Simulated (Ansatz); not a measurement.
**MnSe (F-43m): relaxing the cell for a phonon run**

Aim: bring MnSe (F-43m) to small forces and stress, as phonons need.

Method: DFT PBEsol, scalar-relativistic, plane waves, PAW; PAW set soft_1, in Ansatz 0.2.0.

The database entry behind the starting cell is an old determination (1938), so it need not match the best structure at ambient conditions.

### Step 1. The starting structure

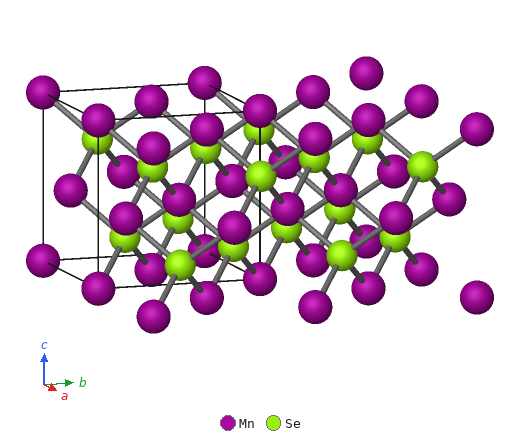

The cell as given, slightly off an axis (manganese purple, selenium green). 2×2×1 cells are drawn. This picture shows the conventional cell, with its axes. Bonds to atoms that aren't drawn are left out. Some periodic images of atoms are drawn too.

### Step 2. A magnetic order at the starting cell, 2 atoms

Phonons depend on the magnetic state, so simple orders are compared first, at the starting cell. This run starts ferromagnetic.

The input, input.yaml:

```yaml
crystal:
  lattice:
    - [0.0, 2.91, 2.91]
    - [2.91, 0.0, 2.91]
    - [2.91, 2.91, 0.0]
  atoms:
    - { symbol: Mn, position: [0.0, 0.0, 0.0], spin: 4.0 }
    - { symbol: Se, position: [0.25, 0.25, 0.25] }
kpoints:
  mp_grid: { grid: [8, 8, 8] }
hamiltonian:
  xc: pbesol
  pseudopotentials: { kind: paw, azcp: { folder: soft_1 }, xc_functional: pbe }
scf:
  occupations: { method: gaussian, width: 0.05 }
  max_iter: 100
output:
  forces: true
  stress: true
  eigenvalues: true
  populations: true
magnetization:
  spin_polarized: true
```

Command:

```sh
$ ansatz run input.yaml --threads 4 --pin off --max-ram 10240MiB --backend cpu --events-out ev --progress --plain --runs-dir out
```

Numbers of over 12 decimals in the logs are rounded to 6 here.

Output:

```text
Engine: ansatz 0.2.0, aarch64-unknown-linux-gnu
Pseudopotentials: kind: paw
Pseudopotential: Mn, paw, valence charge 15, recommended cutoff 420 eV (normal), soft_1/Mn.paw.azcp
Pseudopotential: Se, paw, valence charge 16, recommended cutoff 420 eV (normal), soft_1/Se.paw.azcp
Functional definition: PBEsol
  exchange = pbesol_x
  correlation = pbesol_c
[...]
k-point 2 ↑: bands = [... 12 lower, 3.3600, 4.6577, 4.6577, 6.0652, 7.7042, 7.7042, 10.1115, 13.5200, ... 2 higher]
  k-point 28 ↓: bands = [... 12 lower, 4.6781, 7.8843, 8.4265, 8.9075, 9.1514, 9.6373, 13.6522, 14.8813, ... 2 higher]
--- Löwdin populations: 2 sites ---
  site symbol       q [e]    m [muB]
     0     Mn     13.9866     4.5541
     1     Se     16.8457     0.2378
  spilling = 0.005410 (of n_electrons = 31.000000)
[key lines of the parts left out:]
SCF converged after 10 iterations
Magnetization: 4.8789 μB (17.9395 up, 13.0605 down)
Free energy (F): -9293.275161 eV
Fermi energy:    7.906058 eV
P = ⅓ Tr σ = -0.2730 GPa (-2.730 kbar)
```

It took 2.7 s on 4 threads of Arm Neoverse V1, shared host; peak memory 0.38 GiB.

This step gave:

```yaml
magnetization: 4.879 μB
absolute_magnetization: 4.879 μB
site_moments: 4.187, 0.08395 μB
pressure: -0.2730 GPa
volume_per_atom: 24.64 Å³
gap_on_the_k_mesh: 0 eV
```

The cell carries a net spin moment of 4.88 μB and an absolute one of 4.88 μB.

### Step 3. A magnetic order at the starting cell, 4 atoms

Phonons depend on the magnetic state, so simple orders are compared first, at the starting cell. This run starts antiferromagnetic, q = (0.5, 0.5, 0.5).

System of this step: MnSe (F-43m). It takes space group F-43m (No. 216, cubic). The conventional cell has a = 5.820 Å, b = 5.820 Å, c = 5.820 Å, α = 90.00°, β = 90.00°, γ = 90.00°. Nearest to Mn lie 4 Se at 2.52 Å. Nearest to Se lie 4 Mn at 2.52 Å. Farther neighbours and most contacts between anions are not listed.

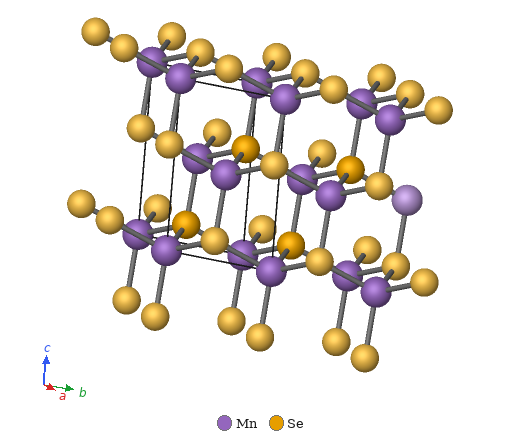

The cell of this step (manganese purple, selenium orange). 1×2×1 cells are drawn. Some periodic images of atoms are drawn too.

input.yaml, the sections that differ from step 2:

```yaml
crystal:
  lattice:
    - [2.91, 0.0, -2.91]
    - [2.91, -2.91, 0.0]
    - [-2.91, -2.91, -5.82]
  atoms:
    - { symbol: Mn, position: [0.0, 0.5, 0.5], spin: -4.0 }
    - { symbol: Mn, position: [0.0, 0.0, 0.0], spin: 4.0 }
    - { symbol: Se, position: [0.25, 0.375, 0.125] }
    - { symbol: Se, position: [0.25, 0.875, 0.625] }
kpoints:
  mp_grid: { grid: [9, 9, 9] }
# hamiltonian, scf, output, magnetization: as in step 2
```

Output:

```text
[...]
Crystal: 4 atoms, lattice volume = 98.569 Å³
Basis set: ecut = 420 eV, 1901 PW (Γ), exchange–correlation on 60×60×96 points (8 copies of the dense FFT grid, shifted against one another)
Bands: 42, of which v1, the nominal top of the filled ones, is band 31 counted from 1 (30 counted from 0)
Symmetry: 6 space group operations
[...]
k-point 84 ↓: bands = [... 27 lower, 5.2111, 5.6155, 5.8576, 5.9598, 8.2205, 8.6702, 8.9989, 9.0851, ... 7 higher]
--- Löwdin populations: 4 sites ---
  site symbol       q [e]    m [muB]
     0     Mn     14.0373    -4.4266
     1     Mn     14.0373     4.4266
     2     Se     16.8062     0.1119
     3     Se     16.8062    -0.1119
  spilling = 0.005047 (of n_electrons = 62.000000)
[key lines of the parts left out:]
SCF converged after 11 iterations
Magnetization: 0.0000 μB (31.0000 up, 31.0000 down)
Free energy (F): -18586.941851 eV
Fermi energy:    7.874040 eV
P = ⅓ Tr σ = -2.4249 GPa (-24.249 kbar)
```

Wall time 15 s (4 threads); peak memory 0.7 GiB.

This step gave:

* absolute magnetization: 9.154 μB
* site moments: -4.061, 4.061, 0.04052, -0.04052 μB
* pressure: -2.425 GPa
* gap on the k-mesh: 0.6874 eV
* gap by spin: 0.6874, 0.6874 eV
* direct gap on mesh: 1.262 eV

At this level the gap is 0.69 eV on the k-mesh of the self-consistent run, which can miss the band edges. The cell carries a net spin moment of 0.00 μB and an absolute one of 9.15 μB, so the moments cancel.

### Step 4. A magnetic order at the starting cell, 4 atoms (run 2)

Phonons depend on the magnetic state, so simple orders are compared first, at the starting cell. This run starts antiferromagnetic, q = (0.5, 0.5, 0).

input.yaml, the sections that differ from step 3:

```yaml
crystal:
  lattice:
    - [2.91, -2.91, 0.0]
    - [-2.91, -2.91, 0.0]
    - [0.0, 0.0, -5.82]
  atoms:
    - { symbol: Mn, position: [0.5, 0.5, 0.5], spin: -4.0 }
    - { symbol: Mn, position: [0.0, 0.0, 0.0], spin: 4.0 }
    - { symbol: Se, position: [0.5, 0.0, 0.25] }
    - { symbol: Se, position: [0.0, 0.5, 0.75] }
kpoints:
  mp_grid: { grid: [8, 8, 6] }
# hamiltonian, scf, output, magnetization: as in step 3
```

Output:

```text
[...]
Crystal: 4 atoms, lattice volume = 98.569 Å³
Basis set: ecut = 420 eV, 1923 PW (Γ), exchange–correlation on 60×60×80 points (8 copies of the dense FFT grid, shifted against one another)
Bands: 42, of which v1, the nominal top of the filled ones, is band 31 counted from 1 (30 counted from 0)
Symmetry: 8 space group operations
[...]
k-point 59 ↓: bands = [... 27 lower, 5.1468, 5.1468, 5.2996, 5.7666, 8.5083, 8.5083, 8.8931, 8.8944, ... 7 higher]
--- Löwdin populations: 4 sites ---
  site symbol       q [e]    m [muB]
     0     Mn     14.0531    -4.3827
     1     Mn     14.0531     4.3827
     2     Se     16.7919    -0.0000
     3     Se     16.7919    -0.0000
  spilling = 0.005002 (of n_electrons = 62.000000)
[key lines of the parts left out:]
SCF converged after 11 iterations
Magnetization: 0.0000 μB (31.0000 up, 31.0000 down)
Free energy (F): -18587.053390 eV
Fermi energy:    7.708532 eV
P = ⅓ Tr σ = -3.1566 GPa (-31.566 kbar)
```

Run time: 11 s. Hardware: 4 threads; peak memory 0.59 GiB; 41 s of CPU time.

The cell carries a net spin moment of 0.00 μB and an absolute one of 8.98 μB, so the moments cancel.

### Step 5. The orders compared

An antiferromagnetic start is carried into the relaxation if it ends more than 3 meV per atom below the ferromagnetic start.

This step gave:

```yaml
start_carried_on: antiferromagnetic, q = (0.5, 0.5, 0)
```

Orders, by row:

```
                        starting order  atoms  energy from the first start (meV/atom)  largest moment (μB)  gap on mesh (eV)  net moment of the cell (μB)  order kept
                         ferromagnetic      2                                       0                 4.19                 0                         4.88         yes
antiferromagnetic, q = (0.5, 0.5, 0.5)      4                                   -98.3                 4.06              0.69                            0         yes
  antiferromagnetic, q = (0.5, 0.5, 0)      4                                  -126.1                 4.02              1.24                            0         yes
```

The start carried on is the antiferromagnetic, q = (0.5, 0.5, 0) one.

### Step 6. Probe on a coarse mesh

First a cheap look: the gap decides the mesh and the occupations, the pressure tells how far the cell has to move.

Changes to input.yaml since step 4:

```diff
@@ -11,3 +11,3 @@
 kpoints:
-  mp_grid: { grid: [8, 8, 6] }
+  mp_grid: { grid: [4, 4, 4] }
 hamiltonian:
@@ -16,4 +16,4 @@
 scf:
-  occupations: { method: gaussian, width: 0.05 }
-  max_iter: 100
+  occupations: { method: gaussian, width: 0.1 }
+  lower_state_search: "off"
 output:
```

Output:

```text
[...]
Crystal: 4 atoms, lattice volume = 98.569 Å³
Basis set: ecut = 420 eV, 1923 PW (Γ), exchange–correlation on 60×60×80 points (8 copies of the dense FFT grid, shifted against one another)
Bands: 42, of which v1, the nominal top of the filled ones, is band 31 counted from 1 (30 counted from 0)
Symmetry: 8 space group operations
[...]
k-point 17 ↓: bands = [... 27 lower, 5.1509, 5.1509, 5.3045, 5.7732, 8.5110, 8.5110, 8.8966, 8.8976, ... 7 higher]
--- Löwdin populations: 4 sites ---
  site symbol       q [e]    m [muB]
     0     Mn     14.0534    -4.3797
     1     Mn     14.0534     4.3797
     2     Se     16.7924     0.0000
     3     Se     16.7924     0.0000
  spilling = 0.004972 (of n_electrons = 62.000000)
[key lines of the parts left out:]
SCF converged after 11 iterations
Magnetization: 0.0000 μB (31.0000 up, 31.0000 down)
Free energy (F): -18587.040262 eV
Fermi energy:    7.736001 eV
P = ⅓ Tr σ = -3.1532 GPa (-31.532 kbar)
```

Wall time 3 s (4 threads); peak memory 0.43 GiB; 11 s of CPU time.

A gap read on the k-mesh alone can miss the band edges.

Numbers from this step:

```yaml
absolute_magnetization: 8.970 μB
site_moments: -4.016, 4.016, 4.71e-16, -4.29e-16 μB
pressure: -3.153 GPa
gap_on_the_k_mesh: 1.286 eV
gap_by_spin: 1.286, 1.286 eV
direct_gap_on_mesh: 1.548 eV
```

The coarse mesh shows a gap of 1.29 eV and a pressure of -3.2 GPa.

### Step 7. Bringing the structure to rest

The cell and atoms are relaxed, since residual forces and stress would shift the frequencies.

The input, input.yaml:

```yaml
crystal:
  lattice:
    - [2.91, -2.91, 0.0]
    - [-2.91, -2.91, 0.0]
    - [0.0, 0.0, -5.82]
  atoms:
    - { symbol: Mn, position: [0.5, 0.5, 0.5], spin: -4.42 }
    - { symbol: Mn, position: [0.0, 0.0, 0.0], spin: 4.42 }
    - { symbol: Se, position: [0.5, 0.0, 0.25] }
    - { symbol: Se, position: [0.0, 0.5, 0.75] }
kpoints:
  mp_grid: { grid: [8, 8, 6] }
hamiltonian:
  xc: pbesol
  pseudopotentials: { kind: paw, azcp: { folder: soft_1 }, xc_functional: pbe }
scf:
  occupations: { method: gaussian, width: 0.02 }
output:
  forces: true
  stress: true
  eigenvalues: true
  populations: true
  write_density: true
  write_potential: true
  elf: true
  volumetric_format: npy
magnetization:
  spin_polarized: true
relax:
  adjacent_minimum: "off"
  f_tol: 0.005
  max_steps: 80
  cell: { stress_tol: 0.05 }
```

Output:

```text
[...]
Crystal: 4 atoms, lattice volume = 98.569 Å³
Basis set: ecut = 420 eV, 1923 PW (Γ), exchange–correlation on 60×60×80 points (8 copies of the dense FFT grid, shifted against one another)
Bands: 43, of which v1, the nominal top of the filled ones, is band 31 counted from 1 (30 counted from 0)
Symmetry: 8 space group operations
[...]
k-points: 60 of 384 (time reversal used)
[...]
Starting moments: Σ|m| = 8.84 μB on 2 of 4 sites
[...]
SCF iter   1: F=—  HF=-18588.300678 eV  |F-HF|=—  |Δ(HF+E_count)|=         —  Δρ=6.11e-2 (↑6.11e-2 ↓6.11e-2)  dr2=1.52e1  dr2_m=9.92e-2  M=0.000 μB ∫|m|=8.554 μB  β_m=0.30  ethr=3.10e-3  ⟨swp⟩=5.1  Hψ=9159  notcnv=0  defer=3
[...]
SCF iter  12: F=-18587.053390 eV  HF=-18587.053390 eV  |F-HF|=1.55e-9  |Δ(HF+E_count)|=   9.90e-8  Δρ=1.56e-6 (↑1.56e-6 ↓1.56e-6)  dr2=8.44e-9  dr2_m=6.95e-11  M=0.000 μB ∫|m|=8.974 μB  ethr=8.44e-11  ⟨swp⟩=11.1  Hψ=18344  notcnv=0
SCF 1 converged in 12 iterations: F = -18587.053390 eV  dr2 = 8.44e-9
[...]
relax step   1: F+E_penalty+E_count = -18587.05339034 eV  Δ(F+E_penalty+E_count) = +0.000e0 eV  max|allowed force component| = 1.626e-18 eV/Å  Δτ_max = 0.0000 Å  P = -3.157 GPa  Ω = 98.569 Å³  (12 SCF iters, dr2 threshold 1.00e-7 eV, accepted)
Crystal: 4 atoms, lattice volume = 93.543 Å³
Basis set: ecut = 420 eV, 1859 PW (Γ), exchange–correlation on 60×60×80 points (8 copies of the dense FFT grid, shifted against one another)
[...]
Starting moments: Σ|m| = 8.84 μB on 2 of 4 sites; this step starts from the density that it was given
[...]
iter 1 solved again at ethr=5.29e-5 eV; its pass at ethr=3.10e-3 eV (dr2=3.28e-2 eV) is discarded
[...]
SCF iter   9: F=-18587.121688 eV  HF=-18587.121688 eV  |F-HF|=3.04e-9  |Δ(HF+E_count)|=   3.88e-8  Δρ=1.60e-6 (↑1.60e-6 ↓1.60e-6)  dr2=9.81e-9  dr2_m=3.35e-11  M=0.000 μB ∫|m|=8.803 μB  ethr=3.79e-11  ⟨swp⟩=5.0  Hψ=14628  notcnv=0
SCF 2 converged in 9 iterations: F = -18587.121688 eV  dr2 = 9.81e-9
relax step   2: F+E_penalty+E_count = -18587.12168844 eV  Δ(F+E_penalty+E_count) = -6.830e-2 eV  max|allowed force component| = 7.806e-18 eV/Å  Δτ_max = 0.0000 Å  P = -0.824 GPa  Ω = 93.543 Å³  energy of the carried Pulay correction = +2.232e-3 eV  (9 SCF iters, dr2 threshold 4.00e-7 eV, accepted)
Crystal: 4 atoms, lattice volume = 91.787 Å³
Basis set: ecut = 420 eV, 1835 PW (Γ), exchange–correlation on 60×60×80 points (8 copies of the dense FFT grid, shifted against one another)
[...]
SCF iter   8: F=-18587.128013 eV  HF=-18587.128013 eV  |F-HF|=5.79e-9  |Δ(HF+E_count)|=   3.63e-8  Δρ=2.33e-6 (↑2.33e-6 ↓2.33e-6)  dr2=2.82e-8  dr2_m=2.52e-10  M=0.000 μB ∫|m|=8.736 μB  ethr=1.32e-10  ⟨swp⟩=6.0  Hψ=15789  notcnv=0
SCF 3 converged in 8 iterations: F = -18587.128013 eV  dr2 = 2.82e-8
relax step   3: F+E_penalty+E_count = -18587.12801319 eV  Δ(F+E_penalty+E_count) = -6.325e-3 eV  max|allowed force component| = 4.337e-19 eV/Å  Δτ_max = 0.0000 Å  P = +0.121 GPa  Ω = 91.787 Å³  energy of the carried Pulay correction = +3.039e-3 eV  (8 SCF iters, dr2 threshold 4.00e-7 eV, accepted)
[...]
relax step   4: F+E_penalty+E_count = -18587.12854451 eV  Δ(F+E_penalty+E_count) = -5.313e-4 eV  max|allowed force component| = 7.047e-19 eV/Å  Δτ_max = 0.0000 Å  P = -0.004 GPa  Ω = 91.960 Å³  energy of the carried Pulay correction = +2.958e-3 eV  (6 SCF iters, dr2 threshold 1.02e-7 eV, accepted)
[...]
SCF iter  10: F=-18587.125764 eV  HF=-18587.125764 eV  |F-HF|=0.00e0  |Δ(HF+E_count)|=  3.64e-12  Δρ=8.60e-9 (↑8.60e-9 ↓8.60e-9)  dr2=1.84e-13  dr2_m=2.18e-14  M=0.000 μB ∫|m|=8.745 μB  ethr=1.00e-12  ⟨swp⟩=3.4  Hψ=9140  notcnv=0
SCF 5 converged in 10 iterations: F = -18587.125764 eV  dr2 = 1.84e-13
relax step   5: F+E_penalty+E_count = -18587.12576372 eV  Δ(F+E_penalty+E_count) = +2.781e-3 eV  max|allowed force component| = 3.375e-18 eV/Å  Δτ_max = 0.0000 Å  P = -0.009 GPa  Ω = 91.960 Å³  stress off target by 4.99e-2 GPa  SCF on the basis re-selected at this cell (its energy is not comparable with the rows above)  (10 SCF iters)
basis re-selected at this cell: Δ(F+E_penalty+E_count) = +2.781e-3 eV, ΔP = -0.005 GPa vs the last step (what re-selecting the basis moved, of the pressure what is left beyond the Pulay correction that the steps carried, after the strain that the cell walked since its last selection, with what the two solves' SCF thresholds leave and, on support functions, any second-order correction that the steps lacked; it is no m [...]
SCF converged after 10 iterations
Magnetization: 0.0000 μB (31.0000 up, 31.0000 down)
Absolute magnetization: 8.7500 μB (∫|ρ↑−ρ↓|, with the PAW one-centre terms)
[...]
Per-site moments (μB) at R_I (Å): [(-3.881334, 1.016034), (3.881334, 1.016034), (-1.1601810609414397e-16, 1.016034), (1.455263483875972e-16, 1.016034)]
Free energy (F): -18587.125764 eV
[...]
Internal energy: -18587.125764 eV  (E = F + TS)
E sigma→0 (E₀):  -18587.125764 eV
Fermi energy:    8.562320 eV
[...]
--- Stress (GPa, compression-positive) ---
        0.010788       0.000000       0.000000
        0.000000       0.010788       0.000000
        0.000000      -0.000000      -0.049913
  P = ⅓ Tr σ = -0.0094 GPa (-0.094 kbar)
--- Band table (eV; the first three rows and the last of 120) ---
  k-point 0 ↑: bands = [... 27 lower, 6.0247, 7.1816, 7.8334, 7.8334, 9.3395, 9.5678, 10.0572, 10.6088, ... 8 higher]
  k-point 1 ↑: bands = [... 27 lower, 5.9883, 7.1980, 7.8825, 7.8825, 9.4413, 9.5658, 9.9995, 11.0704, ... 8 higher]
  k-point 2 ↑: bands = [... 27 lower, 5.9204, 7.2410, 7.9907, 7.9907, 9.5617, 9.6051, 10.1833, 10.7889, ... 8 higher]
  k-point 59 ↓: bands = [... 27 lower, 5.9269, 5.9327, 6.1827, 6.7090, 9.3171, 9.3171, 9.6684, 9.6854, ... 8 higher]
--- Relaxed structure (4 steps of the walk, 4 accepted, 1 SCFs on fresh bases) ---
  F+E_penalty+E_count = -18587.12576372 eV   max|allowed force component| = 3.375e-18 eV/Å   (the final SCF, on the basis selected at the relaxed cell)
  cell:  # Å, volume = 91.9601 Å³
    - [2.875354, -2.875354, 0]
    - [-2.875354, -2.875354, 0]
    - [0.0, 0, -5.561435]
  atoms:
    - { symbol: Mn, position: [0.5, 0.5, 0.5] }
    - { symbol: Mn, position: [0.0, 0.0, 0.0] }
    - { symbol: Se, position: [0.5, 0, 0.25] }
    - { symbol: Se, position: [0.0, 0.5, 0.75] }
--- Löwdin populations: 4 sites ---
  site symbol       q [e]    m [muB]
     0     Mn     14.0915    -4.2675
     1     Mn     14.0915     4.2675
     2     Se     16.7442    -0.0000
     3     Se     16.7442    -0.0000
  spilling = 0.005302 (of n_electrons = 62.000000)
```

Wall time 50 s (4 threads); peak memory 0.63 GiB; 3.2 min of CPU time.

Relaxation path:

| step | energy less that of the first step (eV) | largest force component (eV/Å) | pressure (GPa) | volume (Å³) |
| --- | --- | --- | --- | --- |
| 1 | 0.0000 | 0.0000 | -3.16 | 98.57 |
| 2 | -0.0683 | 0.0000 | -0.82 | 93.54 |
| 3 | -0.0746 | 0.0000 | 0.12 | 91.79 |
| 4 | -0.0752 | 0.0000 | 0.00 | 91.96 |
| 5* | -0.0724 | 0.0000 | -0.01 | 91.96 |

Relaxation steps marked * repeat the geometry before them on a plane-wave basis chosen anew for their cell, so energy and pressure can jump there.

The run keeps the 8 symmetry operations that it works with, so distortions that break them were not tested.

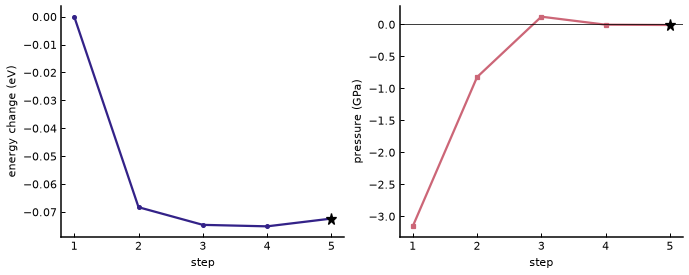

Energy and pressure along the relaxation. Stars mark steps on a basis chosen anew.

```
     cell as run  before  after  change
           a (Å)   4.115  4.066  -1.2 %
           b (Å)   4.115  4.066  -1.2 %
           c (Å)   5.820  5.561  -4.4 %
volume (Å³/atom)   24.64  22.99  -6.7 %
```

The relaxed structure:

```xyz
4
Lattice="2.8754 -2.8754 0.0000 -2.8754 -2.8754 0.0000 0.0000 0.0000 -5.5614" Properties=species:S:1:pos:R:3 pbc="T T T"
Mn    0.0000   -2.8754   -2.7807
Mn    0.0000    0.0000    0.0000
Se    1.4377   -1.4377   -1.3904
Se   -1.4377   -1.4377   -4.1711
```

Numbers from this step:

| Quantity | Value |
| --- | --- |
| absolute magnetization | 8.750 μB |
| site moments | -3.881, 3.881, -1.16e-16, 1.46e-16 μB |
| pressure | -0.009445 GPa |
| gap on the k-mesh | 1.023 eV |
| volume per atom | 22.99 Å³ |
| gap by spin | 1.023, 1.023 eV |
| direct gap on mesh | 1.471 eV |

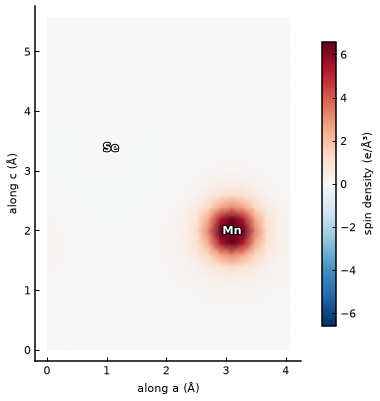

Spin density in the ac plane at fractional y = 0.000, with atoms of Mn and Se within 0.2 Å of it. The map starts off the cell's origin, so that atoms lie inside it.

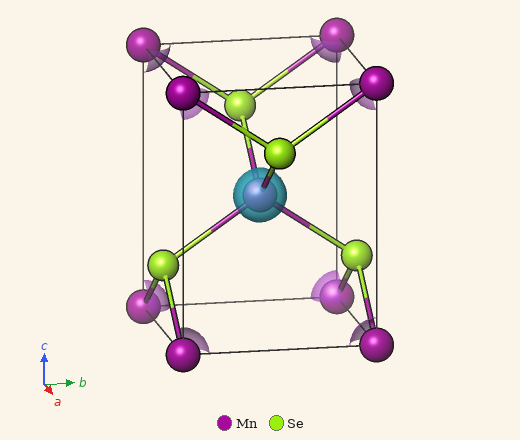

Surfaces of spin density = ±1.4 e/Å³, which hold about 50 % of the integral of its size. The two colours are the two signs.

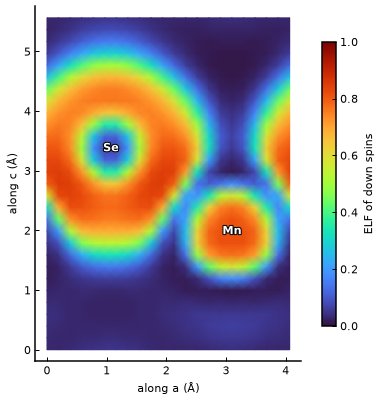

ELF of down spins in the ac plane at fractional y = 0.000, with atoms of Mn and Se within 0.2 Å of it. It is the smooth field of the valence electrons, not physical close to the nuclei. The map starts off the cell's origin, so that atoms lie inside it.

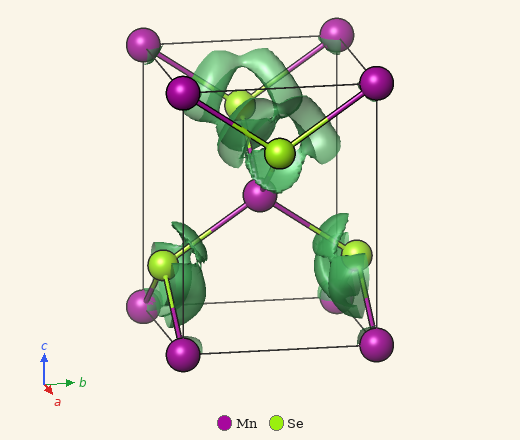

Surface of ELF of down spins = 0.77.

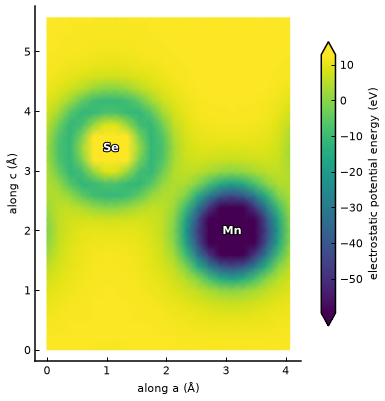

Electrostatic potential energy in the ac plane at fractional y = 0.000, with atoms of Mn and Se within 0.2 Å of it. With pseudopotentials it is smooth inside the atoms' cores, unlike the true potential. The map starts off the cell's origin, so that atoms lie inside it.

In this step the volume went from 24.64 to 22.99 Å³/atom.

(Part 1 of 2 ends here.)

[Logs are printed without paths, hosts, clocks, repeated set-up lines and the standing remarks that a program may print on its own settings, such as how far it seeks lower states.]

[Hosts, paths, dates, database ids (printed as entryN), source tags and the programs' standing remarks are cut or masked in the printed files.]
